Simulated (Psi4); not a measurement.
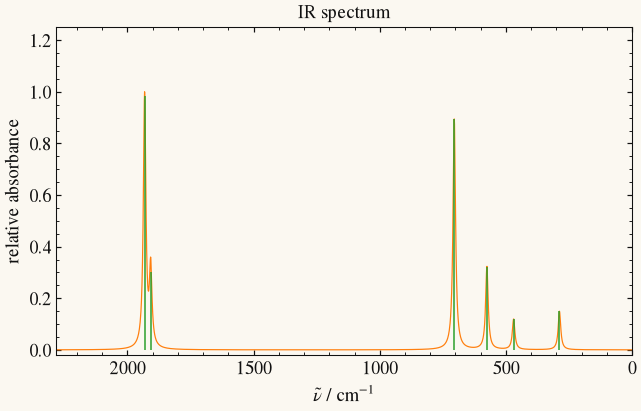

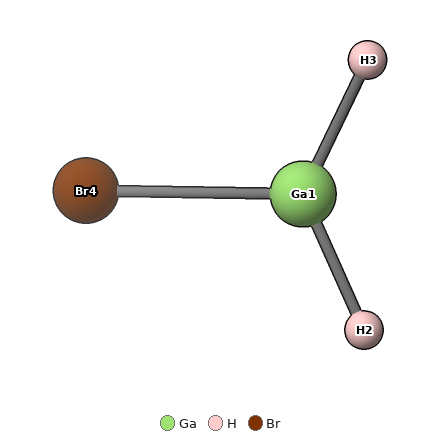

Infrared spectrum of GaH₂Br, SMILES [H][Ga]([H])[Br], singlet. Unscaled harmonic wavenumbers and double-harmonic intensities, BLYP/def2-SVP, Psi4, at a geometry relaxed at this level, isolated molecule. Lorentzian lines of 12 cm⁻¹ full width. Close modes add up in the curve.

Which lines are the most intense?

Answer. 1932.1 cm⁻¹ (190.0 km/mol), 704.5 cm⁻¹ (172.9 km/mol) and 575.2 cm⁻¹ (62.2 km/mol).

List the modes.

Answer.
```tsv
cm⁻¹	km/mol
287.5	28.9
469.3	22.8
575.2	62.2
704.5	172.9
1908.1	58.3
1932.1	190.0
```

Caveats: double-zeta basis.
